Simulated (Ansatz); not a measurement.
Given this structure, the input geometry of an electronic-structure calculation (not necessarily at equilibrium); the starting structure was generated, so it need not be a known form of this composition, written in its standard cell:

```
CELL_PARAMETERS angstrom
4.77286 0.00000 0.00000
0.00000 4.77286 0.00000
0.00000 0.00000 4.77286
ATOMIC_POSITIONS crystal
Cu 0.50000 0.00000 0.00000
P 0.00000 0.00000 0.00000
Cu 0.50000 0.50000 0.50000
P 0.00000 0.50000 0.50000
Cu 0.00000 0.00000 0.50000
P 0.50000 0.00000 0.50000
Cu 0.00000 0.50000 0.00000
P 0.50000 0.50000 0.00000
```

Predict the [211] zone-axis pattern (200 kV, kinematic, B = 0.8 Å²).

The spots form a rectangular net whose two shortest vectors correspond to d = 2.76 Å and 1.69 Å, 90.0° apart. They are -1 1 1 (weak) and 0 -2 2. The pattern has symmetry 2mm. The lattice centring (F) removes all reflections that break h + k = 2n, h + l = 2n.

Strongest reflections with d > 0.80 Å, one of each family (|F|² from tabulated Gaussian fits of the electron scattering factors, times a small damping for the curvature of the Ewald sphere):

| hkl | d (Å) | I (strongest = 100) |
| --- | --- | --- |
| 0 2 -2 | 1.687 | 100 |
| 2 -2 -2 | 1.378 | 59 |
| 2 0 -4 | 1.067 | 28 |
| 0 4 -4 | 0.844 | 12 |
| 1 1 -3 | 1.439 | 3 |
| 3 -3 -3 | 0.919 | 2 |

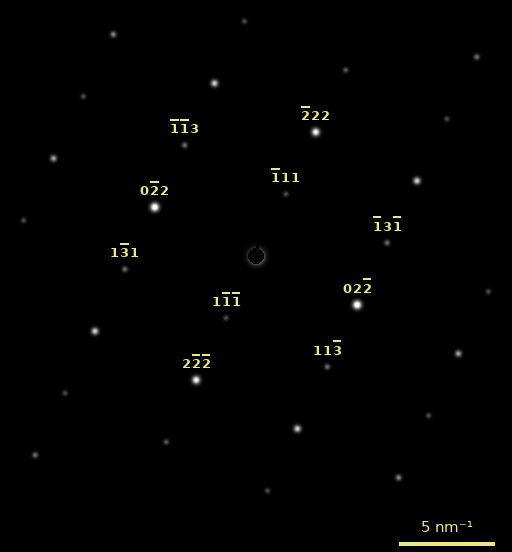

Calculated pattern, seen from the source side with [211] pointing towards the source.
